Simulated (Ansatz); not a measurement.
# Glassy CaAl2Si2O8 (156 atoms): geometry optimisation

How does glassy CaAl2Si2O8 (156 atoms) relax, and what do bonds, charges and levels look like afterwards?

Calculated with Ansatz 0.2.0; Kohn-Sham DFT, PBE, PAW (set soft_2), plane waves.

**Experiments to compare with.** A Ca0.25Al0.5Si0.5O2 glass plate was measured by high-energy x-ray diffraction at 20 K and the Si-O distance was fitted in the PDF (“Polyhedral units and network connectivity in calcium aluminosilicate glasses from high-energy x-ray diffraction”, 2000, arxiv:cond-mat/0007490): nearest Si–O distance 1.6 Å; number of O about Si 3.85; nearest Al–O distance 1.75 Å; number of O about Al 4; nearest Ca–O distance 2.36 Å (by high-energy XRD, Gaussian fit to PDF); number of O about Ca 5.2 (by high-energy XRD, Gaussian fit to PDF).

**1. The starting structure**

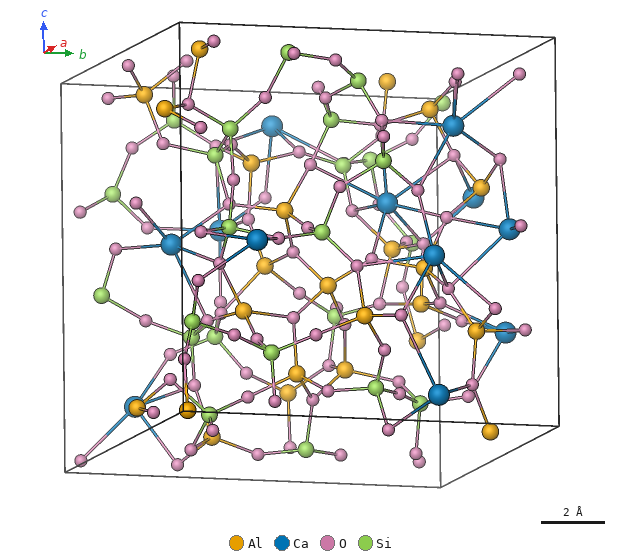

Start, viewed slightly off an axis; aluminium orange, calcium blue, oxygen pink, silicon green. Bonds to atoms that aren't drawn are left out. Some periodic images of atoms are drawn too.

The cell holds 156 atoms: 24 Al, 12 Ca, 96 O and 24 Si. Its edges and angles: a = 12.697 Å, b = 12.697 Å, c = 12.697 Å, α = 90.0°, β = 90.0°, γ = 90.0°. 156 atoms (24 Al, 12 Ca, 96 O, 24 Si) placed at random at 2.71 g/cm³, melted at 4500 K for 20 ps at fixed volume with the Morse and Coulomb pair potential with partial charges (Pedone, Malavasi, Menziani, Cormack and Segre, J. Phys. Chem. B 110, 11780 (2006)). Quenched from 4500 K to 300 K at 20 K/ps and fixed volume, held 5 ps. The density is a measured one.

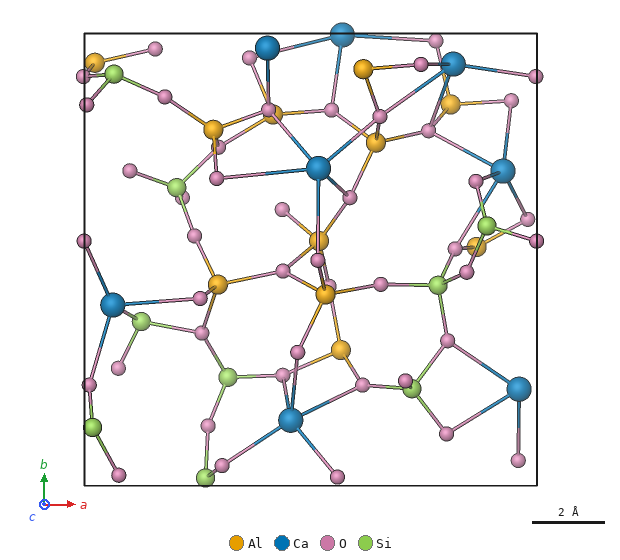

A slice 6 Å thick through the middle of the cell.

Limits known from the start: The quench rate of 20 K/ps far exceeds what a furnace or splat quench reaches, so expect more defects and frozen-in strain than in a real sample. The starting topology of bonds comes from the classical model. The Brillouin zone is sampled at Γ only, in a cell whose shortest periodic width is 13 Å.

**2. Single point at the start**

A single point comes first, to see the forces before anything moves.

The input, input.yaml:

```yaml
crystal:
  lattice:
    - [12.6974, 0.0, 0.0]
    - [0.0, 12.6974, 0.0]
    - [0.0, 0.0, 12.6974]
  atoms:
    - { symbol: Al, position: [0.56658, 0.30029, 0.33782] }
    - { symbol: Al, position: [0.53277, 0.42314, 0.60613] }
    - { symbol: Al, position: [0.29479, 0.44491, 0.50195] }
    - { symbol: Al, position: [0.64393, 0.75861, 0.45391] }
    - { symbol: Al, position: [0.40032, 0.09481, 0.91213] }
    - { symbol: Al, position: [0.52069, 0.45532, 0.18928] }
    - { symbol: Al, position: [0.94647, 0.02836, 0.01197] }
    - { symbol: Al, position: [0.36113, 0.63412, 0.23166] }
    - { symbol: Al, position: [0.86659, 0.52799, 0.28721] }
    - { symbol: Al, position: [0.51829, 0.54137, 0.42022] }
    - { symbol: Al, position: [0.29847, 0.29778, 0.05561] }
    - { symbol: Al, position: [0.28475, 0.7871, 0.56] }
    - { symbol: Al, position: [0.72964, 0.13894, 0.97939] }
    - { symbol: Al, position: [0.02284, 0.9352, 0.37118] }
    - { symbol: Al, position: [0.76051, 0.89301, 0.01958] }
    - { symbol: Al, position: [0.806, 0.02039, 0.80943] }
    - { symbol: Al, position: [0.26535, 0.42095, 0.77013] }
    - { symbol: Al, position: [0.32884, 0.76506, 0.98311] }
    - { symbol: Al, position: [0.09729, 0.56529, 0.21111] }
    - { symbol: Al, position: [0.80941, 0.84304, 0.26873] }
    - { symbol: Al, position: [0.61629, 0.92101, 0.6709] }
    - { symbol: Al, position: [0.41672, 0.82093, 0.39974] }
    - { symbol: Al, position: [0.5501, 0.80766, 0.87866] }
    - { symbol: Al, position: [0.56637, 0.01407, 0.07736] }
    - { symbol: Ca, position: [0.92488, 0.69572, 0.4396] }
    - { symbol: Ca, position: [0.81994, 0.78392, 0.79286] }
    - { symbol: Ca, position: [0.10298, 0.1555, 0.1587] }
    - { symbol: Ca, position: [0.56986, 0.99663, 0.30865] }
    - { symbol: Ca, position: [0.9412, 0.69953, 0.07852] }
    - { symbol: Ca, position: [0.51721, 0.70167, 0.63833] }
    - { symbol: Ca, position: [0.40441, 0.96756, 0.68078] }
    - { symbol: Ca, position: [0.9605, 0.21374, 0.45514] }
    [... 118 atom lines left out ...]
    - { symbol: Si, position: [0.78144, 0.44347, 0.51202] }
    - { symbol: Si, position: [0.26747, 0.0176, 0.41341] }
    - { symbol: Si, position: [0.10195, 0.26846, 0.90021] }
    - { symbol: Si, position: [0.26148, 0.666, 0.77392] }
    - { symbol: Si, position: [0.5464, 0.54537, 0.84228] }
    - { symbol: Si, position: [0.69668, 0.22843, 0.78303] }
kpoints:
  mp_grid: { grid: [1, 1, 1] }
hamiltonian:
  xc: pbe
scf:
  occupations: { method: fixed }
output:
  forces: true
  stress: true
  populations: true
  dos:
    method: { smearing: { sigma: 0.1 } }
    de: 0.1
    projected: { site_lists: { Al: [Al], Ca: [Ca], O: [O], Si: [Si] } }
  eigenvalues: true
```

Run with:

```sh
$ ansatz run input.yaml --threads 4 --pin off --max-ram 8192MiB --backend cpu --events-out ev --progress --plain --runs-dir out
```

Numbers of over 12 decimals in the logs are rounded to 6 here.

What it wrote:

```text
Engine: ansatz 0.2.0, aarch64-unknown-linux-gnu
Pseudopotentials: kind: paw
Pseudopotential: Al, paw, valence charge 3, recommended cutoff 420 eV (normal), Al.paw.azcp
Pseudopotential: Ca, paw, valence charge 10, recommended cutoff 420 eV (normal), Ca.paw.azcp
Pseudopotential: O, paw, valence charge 6, recommended cutoff 420 eV (normal), O.paw.azcp
Pseudopotential: Si, paw, valence charge 4, recommended cutoff 420 eV (normal), Si.paw.azcp
[... 5 lines on functional and potentials left out ...]
Crystal: 156 atoms, lattice volume = 2047.125 Å³
Basis set: ecut = 420 eV, 40099 PW (Γ), exchange–correlation on 180×180×180 points (8 copies of the dense FFT grid, shifted against one another)
Bands: 588, of which v1, the nominal top of the filled ones, is band 432 counted from 1 (431 counted from 0)
Symmetry: 1 space group operations
Space group: P1 (ITA 1), of the structure as read, at distance tolerance 1.3e-4 Å
k-points: 1
[... 9 lines on functional and potentials left out ...]
Initial density: superposition of atomic densities (neutral atoms: chi_scale 0, normalization atom), corrected by the library's trained network
Initial wavefunctions: pseudopotential atomic-orbital guess
Functional: x = pbe(κ = 0.804, μ = 0.219515), c = pbe(β = 0.066725)
SCF iter   1: F=—  HF=-104628.013754 eV  |F-HF|=—  |Δ(HF+E_count)|=         —  Δρ=2.18e-3  dr2=1.20e-1  ethr=1.77e-3  ⟨swp⟩=6.0  Hψ=2104  notcnv=0  defer=154
preconditioner: auto → Resta (q_TF=auto, 2.363 Å⁻¹)  ε∞=3.3  [insulator: Δε(μ)=3.482 eV  Ē_g=15.778 eV  n_scr=460 (ndim 8)  ℏωp=23.8 eV  f_vac=0.100  ε∞_Penn≈3.3]
SCF iter   2: F=—  HF=-104628.037115 eV  |F-HF|=—  |Δ(HF+E_count)|=   2.34e-2  Δρ=1.15e-3  dr2=2.82e-2  ethr=1.39e-5  ⟨swp⟩=3.0  Hψ=1091  notcnv=0  defer=154
SCF iter   3: F=—  HF=-104628.041163 eV  |F-HF|=—  |Δ(HF+E_count)|=   4.05e-3  Δρ=4.96e-4  dr2=7.91e-3  ethr=3.26e-6  ⟨swp⟩=2.0  Hψ=740  notcnv=0  defer=154
SCF iter   4: F=—  HF=-104628.041877 eV  |F-HF|=—  |Δ(HF+E_count)|=   7.14e-4  Δρ=1.80e-4  dr2=7.01e-4  ethr=9.15e-7  ⟨swp⟩=2.0  Hψ=740  notcnv=0  defer=154
SCF iter   5: F=—  HF=-104628.041893 eV  |F-HF|=—  |Δ(HF+E_count)|=   1.57e-5  Δρ=9.26e-5  dr2=1.77e-4  ethr=8.11e-8  ⟨swp⟩=2.0  Hψ=730  notcnv=0  defer=154
SCF iter   6: F=—  HF=-104628.041928 eV  |F-HF|=—  |Δ(HF+E_count)|=   3.52e-5  Δρ=5.04e-5  dr2=4.74e-5  ethr=2.05e-8  ⟨swp⟩=3.0  Hψ=792  notcnv=0  defer=154
SCF iter   7: F=—  HF=-104628.041746 eV  |F-HF|=—  |Δ(HF+E_count)|=   1.82e-4  Δρ=1.38e-5  dr2=3.85e-6  ethr=5.48e-9  ⟨swp⟩=2.0  Hψ=1014  notcnv=0  defer=154
SCF iter   8: F=—  HF=-104628.041749 eV  |F-HF|=—  |Δ(HF+E_count)|=   2.40e-6  Δρ=9.07e-6  dr2=1.53e-6  ethr=4.46e-10  ⟨swp⟩=2.0  Hψ=848  notcnv=0  defer=154
SCF iter   9: F=-104628.041749 eV  HF=-104628.041749 eV  |F-HF|=3.53e-8  |Δ(HF+E_count)|=   2.47e-7  Δρ=2.01e-6  dr2=8.50e-8  ethr=1.16e-11  ⟨swp⟩=18.0  Hψ=4908  notcnv=0
SCF 1 converged in 9 iterations: F = -104628.041749 eV  dr2 = 8.50e-8
  greatest PAW one-centre occupation: 0.995 electrons in one spin orbital (limit 2), on the Ca atom at site 30 (counted from 0), in its partial waves of l = 0
SCF converged after 9 iterations
Free energy (F): -104628.041749 eV
Harris-Foulkes:  -104628.041749 eV  (|F-HF|=3.53e-8)
Internal energy: -104628.041749 eV  (E = F + TS)
E sigma→0 (E₀):  -104628.041749 eV
Fermi energy:    4.389236 eV
--- Per-component energies (eV) ---
  E_band       = -4064.758417
  E_kinetic    = 22163.698301
  E_local      = -55697.762471  (includes V_loc(G=0)·N_el)
  E_nonlocal   = 6200.910928
  E_hartree    = 20381.856228
  E_xc         = -11113.262900
  E_vxc        = -13046.508568  (∫ρ·V_xc dr)
  E_paw        = -49086.760822  (= ΣΔE_a)
  E_vpaw       = -4449.049491  (= ΣTr[D̂ρ^β])
  E_aug_tail   = 0.244125  (compensation charges beyond the density's cutoff)
  E_ewald      = -37476.965138
  E_smearing   = -0.000000  (= −TS)
  E_closure    = -0.000000  (closes the sum)
  Σ components = -104628.041749   (vs F -104628.041749, Δ=0.00e0)
--- Forces (eV/Å), atoms counted from 1 ---
  atom   1  Al     0.39198253     0.13702793     0.25371870
  atom   2  Al    -0.45505245     0.18666874     1.36817841
  atom   3  Al     0.88978515     0.11444098    -0.41788510
  atom   4  Al    -0.56142510     0.39681490    -0.24844970
  atom   5  Al    -0.84084710    -0.11000147     1.13587851
  atom   6  Al    -0.51281175     0.10287301    -0.15060428
  atom   7  Al    -0.24838743     0.25364183    -0.53116920
  atom   8  Al    -1.50748480     0.82630036    -0.07940381
  atom   9  Al    -2.72705305    -2.16424282     0.14547180
  atom  10  Al    -1.75174348     0.26136015    -0.94183087
  atom  11  Al    -0.29573394    -3.58889234     0.44929146
  atom  12  Al    -2.86822488    -2.30520160     0.58982838
  atom  13  Al     1.11157811    -0.78493089     1.34187089
  atom  14  Al     1.31965765     0.53496070     1.25819800
[...]
atom 155  Si    -1.32044065     0.93363113     1.25379828
  atom 156  Si     0.88820833     0.98430791    -1.55724095
  max |Σ_I F_I| component: 2.16e-4 eV/Å
--- Stress (GPa, compression-positive) ---
        4.460373       0.032597       0.620460
        0.032609       6.810633       0.032826
        0.620461       0.032836       2.186723
  P = ⅓ Tr σ = 4.4859 GPa (44.859 kbar)
--- Band table (eV) ---
  k-point 0: bands = ["-35.9363", "-35.7680", "-35.4574", "-34.8469", [... 572 levels ...], "13.6710", "13.7154", "13.7333", "13.7511", "13.7752", "13.8347", "13.8811", "13.8910", "13.9111", "13.9161", "13.9831", "13.9873"]
--- Löwdin populations: 156 sites ---
  site symbol       q [e]
     0     Al      1.6837
     1     Al      1.6769
     2     Al      1.6550
[...]
155     Si      2.2242
  spilling = 0.012169 (of n_electrons = 864.000000)
```

Wall time 75 s (4 threads of Arm Neoverse V1, shared host); peak memory 3.2 GiB; 4.9 min of CPU time.

In the SCF lines HF is the Harris–Foulkes energy and dr2 the Hartree energy of the density residual, in eV; the loop may stop once dr2 is under the threshold and the program's other checks hold. Hψ counts applications of the Hamiltonian.

Numbers from this run:

```
free energy                                      : -104628.0417 eV
free energy per atom                             : -670.6926 eV/atom
SCF cycles                                       : 9
pressure                                         : 4.486 GPa
r.m.s. force component                           : 1.256 eV/Å
longest force                                    : 5.076 eV/Å
Fermi energy                                     : 4.389 eV
gap (highest filled to lowest empty level) : 3.441 eV
spilling of the projection                       : 0.01217
```

The r.m.s. force component of 1.3 eV/Å and the pressure of 4.5 GPa set the starting point.

Neighbours are counted within 2.33 Å (O-Al), 2.12 Å (O-Si), 3.12 Å (O-Ca).

Length of the force by element and coordination:

```
element  coordination  atoms  mean length of the force (eV/Å)  spread  least   most
     Al           all     24                             1.87   0.980  0.487   3.73
     Ca           all     12                            0.747   0.418  0.238   1.83
     Ca             5      5                            0.866   0.516  0.357   1.83
     Ca             6      3                            0.433   0.143  0.238  0.577
     Ca             7      4                            0.832   0.275  0.464   1.20
      O           all     96                             1.88    1.02  0.364   5.08
      O             2     35                             1.83    1.17  0.364   5.08
      O             3     51                             1.97   0.905  0.369   4.08
      O             4     10                             1.61   0.994  0.534   3.83
     Si           all     24                             2.55    1.05  0.807   4.87
```

(Continued in part 2 of 3.)

[Logs are printed without paths, hosts, clocks, repeated set-up lines and the standing remarks that a program may print on its own settings, such as how far it seeks lower states.]

[Hosts, paths, dates, database ids (printed as entryN), source tags and the programs' standing remarks are cut or masked in the printed files.]
